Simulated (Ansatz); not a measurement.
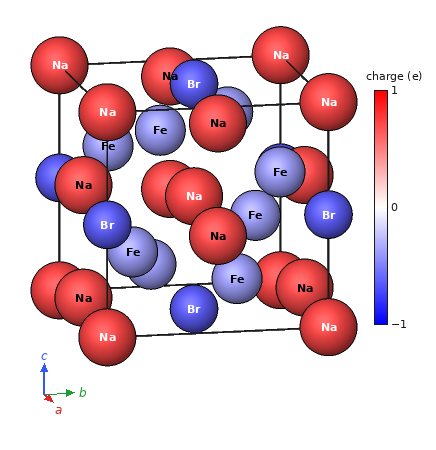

Shown here is a spheres-only view of the crystal, taken slightly off an axis. The parallelepiped is the simulation cell. The atoms of this Na₃Fe₄Br cell are coloured by their Bader charge.

Results below were computed with DFT, PAW plane waves, r2SCAN (Ansatz 0.2.0); the settings were 500 eV cutoff, the zone sampled with 5×5×5 points, Fermi-Dirac smearing of 0.1 eV, no spin polarisation (a spin-restricted run, not always the ground state). The pressure of the cell is 10 GPa.

### Which way does the charge move?

Most positive: Na; most negative: Br. Charges: about Na +0.7 e; Fe -0.4 e; Br -0.6 e.

Shown is a generated cell, made by putting these elements into a known structure type (the compound may or may not exist in this form), as it stood before any relaxation. Ansatz was used for an electronic-structure calculation on it.

At this level of theory the cell isn't at rest (compressed, at 10 GPa and forces up to 2.9 eV/Å), so its distances can differ from those at equilibrium, the more so the softer the solid.
